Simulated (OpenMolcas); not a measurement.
# A workflow on doublet [PF3]+

Wanted: a single-point energy (ROHF/STO-3G), then the energy (CASSCF(3,3)/STO-3G), then a single-point energy (CASPT2(3,3)/STO-3G), then the energy (SC-NEVPT2(3,3)/STO-3G), then a single-point energy (MRCI(3,3)/STO-3G) of doublet [PF3]+. 

The calculation is run with OpenMolcas 26.06.

4 further runs of the same task are left out: 1 that didn't finish, 3 set aside as unsound or not needed.

## (1) The molecule

[PF3]+ has 4 atoms, charge +1, and is taken as a doublet. As SMILES of the parent species, `FP(F)F`. Geometry: relaxed at PBE0-D4/def2-TZVP. That shape belongs to the parent species and isn't relaxed for this state.

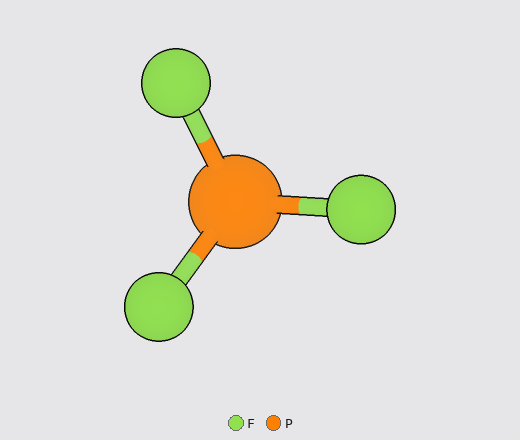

The structure, seen from a chosen angle (fluorine green, phosphorus orange).

## (2) The energy at ROHF/STO-3G (run 1)

step1.inp

```
* F3P Hartree-Fock

&GATEWAY
 BasLib
 $CurrDir
 Coord
 4
 bohr
 F      1.57678748    -1.25326637     1.65256550
 P     -0.56219352     0.59450784     0.74133956
 F     -2.00670017    -1.31619425    -1.01459396
 F      0.99210622     1.97514175    -1.37950007
 Basis
 STO-3G
 Group
 NoSym

&SEWARD

&SCF
 UHF
 Charge
 1
 Spin
 2
 Scramble
 0.25
 PrOrbitals
 1 1

&RASSCF
 FileOrb
 $Project.UnaOrb
 Spin
 2
 Nactel
 1 0 0
 Inactive
 20
 Ras2
 1
 OutOrbitals
 Canonical
 OrbListing
 Nothing
```

The basis set STO-3G is read from a file made from the Basis Set Exchange's data (not shown).

The run is started by

```console
$ export MOLCAS_MEM=1860
$ pymolcas step1.inp > step1.log
```

The log of the run:

```text
--- Start Module: gateway ---
[...]
--- Stop Module: gateway /rc=_RC_ALL_IS_WELL_ ---
[...]
      Basis functions           24
[...]
--- Start Module: scf ---
[...]
       Convergence after  20 Iterations
[...]
::    Total SCF energy                               -630.7290898487
[...]
      Total spin, S                                     0.5230448797
[...]
--- Stop Module: scf /rc=_RC_ALL_IS_WELL_ ---
--- Start Module: rasscf ---
[...]
      Number of active orbitals                  1
[...]
      Spin quantum number                      0.5
[...]
      Active orbitals                            1
[...]
      Number of CSFs                             1
[...]
      Number of root(s) required                 1
[...]
      Convergence after 11 iterations
[...]
      printout of CI-coefficients larger than  0.05 for root  1
      energy=    -630.721701
      conf/sym  1     Coeff  Weight
             1  u   1.00000 1.00000
      Natural orbitals and occupation numbers for root  1
      sym 1:   1.000000
      ************************************************************************************************************************
      *                                                    Final results                                                     *
[...]
::    RASSCF root number  1 Total energy:   -630.72170134
[...]
      Total electronic charge=   41.000000
      Total            charge=    1.000000
[...]
      Dipole Moment (debye):
      Origin of the operator (angstrom)=   -0.0405    0.0428    0.0534
                   X= -1.5787E+00               Y=  1.6693E+00               Z=  2.0819E+00           Total=  3.1005E+00
      Center of Charge (angstrom)
[...]
--- Stop Module: rasscf /rc=_RC_ALL_IS_WELL_ ---
[...]
```

Wall time 2.8 s (1 thread of Arm Neoverse V1, shared host); peak memory 0.37 GiB.

## (3) A single-point energy at CASSCF(3,3)/STO-3G (run 2)

step2.inp

```
&GATEWAY
  BasLib=$CurrDir
  Coord
  4
  bohr
  F      1.57678748    -1.25326637     1.65256550
  P     -0.56219352     0.59450784     0.74133956
  F     -2.00670017    -1.31619425    -1.01459396
  F      0.99210622     1.97514175    -1.37950007
  Basis=STO-3G
  Group=NoSym

&SEWARD

&RASSCF
  FileOrb=$CurrDir/step1.RasOrb
  Spin=2
  Nactel=3 0 0
  Inactive=19
  Ras2=3
  OrbListing=Nothing
```

The basis set STO-3G is read from a file made from the Basis Set Exchange's data (not shown).

The run is started by

```console
$ export MOLCAS_MEM=1860
$ pymolcas step2.inp > step2.log
```

The log of the run:

```text
--- Start Module: gateway ---
[...]
--- Stop Module: gateway /rc=_RC_ALL_IS_WELL_ ---
--- Start Module: seward ---
[...]
      Basis functions           24
--- Stop Module: seward /rc=_RC_ALL_IS_WELL_ ---
--- Start Module: rasscf ---
[...]
      Number of active orbitals                  3
[...]
      Spin quantum number                      0.5
[...]
      Active orbitals                            3
[...]
      Number of CSFs                             8
[...]
      Number of root(s) required                 1
[...]
      Convergence after 15 iterations
[...]
      printout of CI-coefficients larger than  0.05 for root  1
      energy=    -630.745794
      conf/sym  111     Coeff  Weight
             1  2u0   0.98883 0.97778
             5  02u   0.07957 0.00633
             8  0u2   0.10091 0.01018
      Natural orbitals and occupation numbers for root  1
      sym 1:   1.961381   1.004090   0.034528
      ************************************************************************************************************************
      *                                                    Final results                                                     *
[...]
::    RASSCF root number  1 Total energy:   -630.74579373
[...]
      Total electronic charge=   41.000000
      Total            charge=    1.000000
[...]
      Dipole Moment (debye):
      Origin of the operator (angstrom)=   -0.0405    0.0428    0.0534
                   X= -1.7164E+00               Y=  1.4773E+00               Z=  1.9040E+00           Total=  2.9587E+00
      Center of Charge (angstrom)
[...]
--- Stop Module: rasscf /rc=_RC_ALL_IS_WELL_ ---
[...]
```

Run time: 2 s. Hardware: 1 thread of Arm Neoverse V1, shared host; peak memory 0.37 GiB.

## (4) A single-point energy at CASPT2(3,3)/STO-3G (run 3)

step3.inp

```
&GATEWAY
  BasLib=$CurrDir
  Coord
  4
  bohr
  F      1.57678748    -1.25326637     1.65256550
  P     -0.56219352     0.59450784     0.74133956
  F     -2.00670017    -1.31619425    -1.01459396
  F      0.99210622     1.97514175    -1.37950007
  Basis=STO-3G
  Group=NoSym

&SEWARD

&RASSCF
  FileOrb=$CurrDir/step2.RasOrb
  Spin=2
  Nactel=3 0 0
  Inactive=19
  Ras2=3
  OrbListing=Nothing

&CASPT2
  Imaginary=0.1
  Frozen=8
```

The basis set STO-3G is read from a file made from the Basis Set Exchange's data (not shown).

The run is started by

```console
$ export MOLCAS_MEM=1860
$ pymolcas step3.inp > step3.log
```

The log of the run:

```text
--- Start Module: gateway ---
[...]
--- Stop Module: gateway /rc=_RC_ALL_IS_WELL_ ---
[...]
      Basis functions           24
[...]
--- Start Module: rasscf ---
[...]
      Number of active orbitals                  3
[...]
      Spin quantum number                      0.5
[...]
      Active orbitals                            3
[...]
      Number of CSFs                             8
[...]
      Number of root(s) required                 1
[...]
      Convergence after  4 iterations
[...]
      printout of CI-coefficients larger than  0.05 for root  1
      energy=    -630.745794
      conf/sym  111     Coeff  Weight
             1  2u0   0.98883 0.97778
             5  02u   0.07957 0.00633
             8  0u2   0.10091 0.01018
      Natural orbitals and occupation numbers for root  1
      sym 1:   1.961381   1.004090   0.034529
      ************************************************************************************************************************
      *                                                    Final results                                                     *
[...]
::    RASSCF root number  1 Total energy:   -630.74579373
[...]
      Total electronic charge=   41.000000
      Total            charge=    1.000000
[...]
      Dipole Moment (debye):
      Origin of the operator (angstrom)=   -0.0405    0.0428    0.0534
                   X= -1.7164E+00               Y=  1.4773E+00               Z=  1.9040E+00           Total=  2.9587E+00
      Center of Charge (angstrom)
[...]
--- Stop Module: rasscf /rc=_RC_ALL_IS_WELL_ ---
--- Start Module: caspt2 ---
[...]
 ###    WARNING: User changed nr of frozen orbitals.                         ###
 ###############################################################################
[...]
      E2 (Variational):          -0.0901934139
      Total energy:            -630.8359871418
[...]
      Reference weight:           0.95278
[...]
::    CASPT2 Root  1     Total energy:   -630.83598714
[...]
--- Stop Module: caspt2 /rc=_RC_ALL_IS_WELL_ ---
[...]
```

It took 1.9 s on 1 thread of Arm Neoverse V1, shared host; peak memory 0.37 GiB.

## (5) The energy at SC-NEVPT2(3,3)/STO-3G (run 4)

step4.inp

```
&gateway
  baslib=$CurrDir
  coord
  4
  bohr
  F      1.57678748    -1.25326637     1.65256550
  P     -0.56219352     0.59450784     0.74133956
  F     -2.00670017    -1.31619425    -1.01459396
  F      0.99210622     1.97514175    -1.37950007
  basis=STO-3G
  group=NoSym

&seward

&rasscf
  fileorb=$CurrDir/step2.RasOrb
  spin=2
  nactel=3 0 0
  inactive=19
  ras2=3
  orblisting=Nothing

&caspt2
  sc-nevpt2
  frozen=8
```

The basis set STO-3G is read from a file made from the Basis Set Exchange's data (not shown).

The run is started by

```console
$ export MOLCAS_MEM=1860
$ pymolcas step4.inp > step4.log
```

The log of the run:

```text
--- Start Module: gateway ---
[...]
--- Stop Module: gateway /rc=_RC_ALL_IS_WELL_ ---
[...]
      Basis functions           24
[...]
--- Start Module: rasscf ---
[...]
      Number of active orbitals                  3
[...]
      Spin quantum number                      0.5
[...]
      Active orbitals                            3
[...]
      Number of CSFs                             8
[...]
      Number of root(s) required                 1
[...]
      Convergence after  4 iterations
[...]
      printout of CI-coefficients larger than  0.05 for root  1
      energy=    -630.745794
      conf/sym  111     Coeff  Weight
             1  2u0   0.98883 0.97778
             5  02u   0.07957 0.00633
             8  0u2   0.10091 0.01018
      Natural orbitals and occupation numbers for root  1
      sym 1:   1.961381   1.004090   0.034529
      ************************************************************************************************************************
      *                                                    Final results                                                     *
[...]
::    RASSCF root number  1 Total energy:   -630.74579373
[...]
      Total electronic charge=   41.000000
      Total            charge=    1.000000
[...]
      Dipole Moment (debye):
      Origin of the operator (angstrom)=   -0.0405    0.0428    0.0534
                   X= -1.7164E+00               Y=  1.4773E+00               Z=  1.9040E+00           Total=  2.9587E+00
      Center of Charge (angstrom)
[...]
--- Stop Module: rasscf /rc=_RC_ALL_IS_WELL_ ---
--- Start Module: caspt2 ---
[...]
 ###    WARNING: User changed nr of frozen orbitals.                         ###
 ###############################################################################
[...]
      E2 (Variational):          -0.0895902082
[...]
      E2 (Variational):          -0.0885313530
      Total energy:            -630.8343250809
[...]
      Reference weight:           0.95448
[...]
::    SC-NEVPT2 Root  1     Total energy:   -630.83432508
[...]
--- Stop Module: caspt2 /rc=_RC_ALL_IS_WELL_ ---
[...]
```

Wall time 1.9 s (1 thread of Arm Neoverse V1, shared host); peak memory 0.37 GiB.

## (6) The energy at MRCI(3,3)/STO-3G (run 5)

step5.input

```
&GATEWAY
 BasLib = $CurrDir
 Coord
 4
 bohr
 F      1.57678748    -1.25326637     1.65256550
 P     -0.56219352     0.59450784     0.74133956
 F     -2.00670017    -1.31619425    -1.01459396
 F      0.99210622     1.97514175    -1.37950007
 Basis = STO-3G
 Group = NoSym

&SEWARD

&RASSCF
 FileOrb = $CurrDir/step2.RasOrb
 Spin = 2
 Nactel = 3 0 0
 Inactive = 19
 Ras2 = 3
 OrbListing = Nothing

&MOTRA
 LumOrb
 Frozen = 8

&GUGA
 Electrons = 25
 Spin = 2
 Inactive = 11
 Active = 3
 CIAll = 1

&MRCI
 SDCI
```

The basis set STO-3G is read from a file made from the Basis Set Exchange's data (not shown).

The run is started by

```console
$ export MOLCAS_MEM=1860
$ pymolcas step5.input > step5.log
```

The log of the run:

```text
--- Start Module: gateway ---
[...]
--- Stop Module: gateway /rc=_RC_ALL_IS_WELL_ ---
[...]
      Basis functions           24
[...]
      Number of active orbitals                  3
[...]
      Spin quantum number                      0.5
[...]
      Active orbitals                            3
[...]
      Number of CSFs                             8
[...]
      Number of root(s) required                 1
[...]
      Convergence after  4 iterations
[...]
      printout of CI-coefficients larger than  0.05 for root  1
      energy=    -630.745794
      conf/sym  111     Coeff  Weight
             1  2u0   0.98883 0.97778
             5  02u   0.07957 0.00633
             8  0u2   0.10091 0.01018
      Natural orbitals and occupation numbers for root  1
      sym 1:   1.961381   1.004090   0.034529
      ************************************************************************************************************************
      *                                                    Final results                                                     *
[...]
::    RASSCF root number  1 Total energy:   -630.74579373
[...]
      Dipole Moment (debye):
      Origin of the operator (angstrom)=   -0.0405    0.0428    0.0534
                   X= -1.7164E+00               Y=  1.4773E+00               Z=  1.9040E+00           Total=  2.9587E+00
      Center of Charge (angstrom)
[...]
      *** WARNING: Default frozen orbitals is overwritten by user input.
      *** Default values:   8
[...]
--- Start Module: guga ---
[...]
--- Stop Module: guga /rc=_RC_ALL_IS_WELL_ ---
--- Start Module: mrci ---
[...]
       (But an ACPF correction will be computed)
       USE THE DEFAULT ACPF G-VALUE GFAC=   8.0000000000000002E-002
[...]
                      CI ENERGY:  -630.85904060
[...]
                ACPF CORRECTION:    -0.01174880
[...]
      Total electronic charge=   41.000000
      Total            charge=    1.000000
[...]
     ACPF CORRECTION:     -0.01174880
[...]
  CI State   1     Total energy:   -630.85904060     QDav:     -0.01288669     QACPF:     -0.01174880
[...]
--- Stop Module: mrci /rc=_RC_ALL_IS_WELL_ ---
[...]
```

Run time: 4.2 s. Hardware: 1 thread of Arm Neoverse V1, shared host; peak memory 0.37 GiB.

## (7) Results

```
                        quantity                                                                value
run 1, ROHF/STO-3G: total energy                                                        -630.72170 Eh
       run 2, CASSCF(3,3)/STO-3G  no result (a known fault or a wrong state: its values are left out)
       run 3, CASPT2(3,3)/STO-3G  no result (a known fault or a wrong state: its values are left out)
    run 4, SC-NEVPT2(3,3)/STO-3G  no result (a known fault or a wrong state: its values are left out)
         run 5, MRCI(3,3)/STO-3G  no result (a known fault or a wrong state: its values are left out)
```

4 of the 5 runs ended normally but are set aside, since settings or state are in doubt.
